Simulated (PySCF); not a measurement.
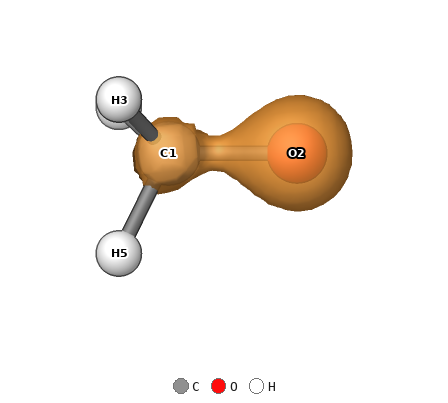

The picture shows: CH₃O (SMILES C[O-]) (charge −1). Isosurface of the total electron density at 2 e/Å³ (orange), seen from one side.

Geometry: PBE0-D3(BJ)/ma-def2-SVP.

Method: PySCF 2.14.0, density-fitted response routines, DFT single point, gas phase, functional PBE0.

Input

```
{"job": {"kind": "sp", "xc": "PBE0", "basis": "ma-def2-TZVP", "d3": "d3bj", "grid": 2}, "charge": -1, "multiplicity": 1}
C      0.041476    -0.017653    -0.053613
O      1.352502    -0.152378    -0.135259
H     -0.354683     0.576535     0.846691
H     -0.471773     0.516139    -0.932316
H     -0.567183    -0.989553     0.019443
```

Launched as:

```sh
OMP_NUM_THREADS=1 python redox_run.py task.json out
```

Q: What does this surface tell about the bonding?

A: At this value the surface falls into four separate pieces. It bridges the sampled C–O (1.32 Å) contacts, where the density stays above the isovalue. It is pinched off along the sampled C–H (1.15 Å) contacts. On the grid the lowest density along these lines, outside the cores, is 2.3 e/Å³ (C–O, 1.32 Å) and 1.6 e/Å³ (C–H, 1.15 Å).
